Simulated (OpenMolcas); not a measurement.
A ladder of methods for GeCl2 (germanium dichloride)

The species is GeCl2 (3 atoms), meant as a singlet with charge 0. SMILES: `Cl[Ge]Cl`. The coordinates come from a PBE0-D4/def2-TZVP relaxation.

```xyz
3

Cl   -0.0654   -1.6817    0.4227
Ge   -0.4212    0.0672   -0.8320
Cl    0.4866    1.6145    0.4093
```

Each level gives the electronic atomisation energy (eV). The values are calculated. Electronic energies at fixed atoms, without zero-point motion or spin-orbit coupling.

```json
{"level": "HF/aug-cc-pVDZ", "kind": "Hartree–Fock", "program": "OpenMolcas", "value (eV)": "5.47", "less CCSD(T)/aug-cc-pVDZ": "-2.08", "CPU time (all runs)": "20 s"}
{"level": "SVWN5/aug-cc-pVDZ", "kind": "LDA", "program": "OpenMolcas", "value (eV)": "9.72", "less CCSD(T)/aug-cc-pVDZ": "+2.17", "CPU time (all runs)": "34 s"}
{"level": "BLYP/aug-cc-pVDZ", "kind": "GGA", "program": "OpenMolcas", "value (eV)": "7.99", "less CCSD(T)/aug-cc-pVDZ": "+0.44", "CPU time (all runs)": "50 s"}
{"level": "M06-L/aug-cc-pVDZ", "kind": "meta-GGA", "program": "OpenMolcas", "value (eV)": "8.78", "less CCSD(T)/aug-cc-pVDZ": "+1.23", "CPU time (all runs)": "80 s"}
{"level": "BHLYP/aug-cc-pVDZ", "kind": "global hybrid", "program": "OpenMolcas", "value (eV)": "7.54", "less CCSD(T)/aug-cc-pVDZ": "-0.01", "CPU time (all runs)": "37 s"}
{"level": "CCSD(T)/aug-cc-pVDZ, open shells restricted", "kind": "coupled cluster or CI", "program": "OpenMolcas", "value (eV)": "7.55", "less CCSD(T)/aug-cc-pVDZ": "0.00", "CPU time (all runs)": "72 s"}
```

CCSD(T)/aug-cc-pVDZ, open shells restricted is the highest level here, not the true value. All-electron rows without a relativistic Hamiltonian named are non-relativistic. The values span 5.47 to 9.72 eV. In the correlated wave-function rows the outer d shell of Ge is correlated, in sets not made for it. CPU times are rough (shared hosts, several kinds of processor and program).

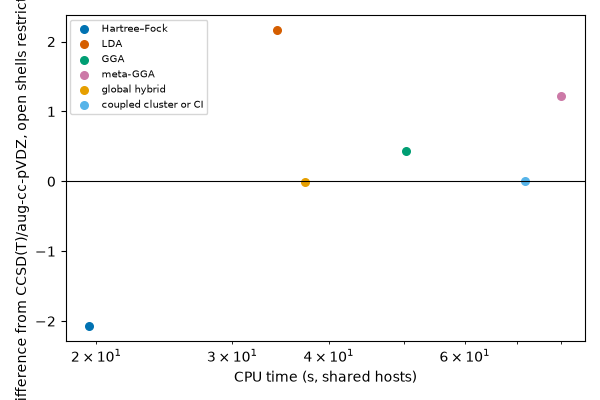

Difference from CCSD(T)/aug-cc-pVDZ, open shells restricted against processor time, one point a level.
